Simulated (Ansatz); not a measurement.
System (SMILES): F[C]F (closed-shell singlet).
Geometry (B3LYP-D3(BJ)/def2-TZVP, fixed):
```xyz
3

F     -1.0201    -0.2528     0.0305
C     -0.0313     0.5961     0.0011
F      1.0410    -0.1446    -0.0312
```

Basis-set convergence of the dipole moment at PBE0 with Ansatz (a program for electronic structure). Dipoles come from the density behind the forces; the sign is taken along the dipole that this method gives in the largest set. All functions are spherical. The program fits the integrals of some runs and decomposes those of others, by size. No added dispersion term, no relativity. Reference: the value in aug-pcseg-3, 0.611 D. Deviations are taken from unrounded values.

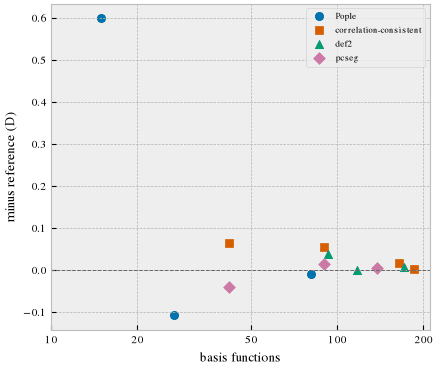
Figure: Deviation from the reference against the number of basis functions, by family of sets.

```json
[
 {"basis": "STO-3G", "functions": "15", "dipole moment (D)": "1.209", "minus reference (D)": "0.598"},
 {"basis": "6-31G", "functions": "27", "dipole moment (D)": "0.503", "minus reference (D)": "-0.108"},
 {"basis": "cc-pVDZ", "functions": "42", "dipole moment (D)": "0.674", "minus reference (D)": "0.063"},
 {"basis": "pcseg-1", "functions": "42", "dipole moment (D)": "0.571", "minus reference (D)": "-0.040"},
 {"basis": "6-311++G(2d,2p)", "functions": "81", "dipole moment (D)": "0.601", "minus reference (D)": "-0.010"},
 {"basis": "cc-pVTZ", "functions": "90", "dipole moment (D)": "0.665", "minus reference (D)": "0.054"},
 {"basis": "pcseg-2", "functions": "90", "dipole moment (D)": "0.625", "minus reference (D)": "0.014"},
 {"basis": "def2-TZVPP", "functions": "93", "dipole moment (D)": "0.649", "minus reference (D)": "0.038"},
 {"basis": "def2-TZVPPD", "functions": "117", "dipole moment (D)": "0.611", "minus reference (D)": "0.000"},
 {"basis": "aug-pcseg-2", "functions": "138", "dipole moment (D)": "0.615", "minus reference (D)": "0.004"},
 {"basis": "cc-pVQZ", "functions": "165", "dipole moment (D)": "0.627", "minus reference (D)": "0.017"},
 {"basis": "def2-QZVPP", "functions": "171", "dipole moment (D)": "0.618", "minus reference (D)": "0.007"},
 {"basis": "d-aug-cc-pVTZ", "functions": "186", "dipole moment (D)": "0.612", "minus reference (D)": "0.002"}
]
```
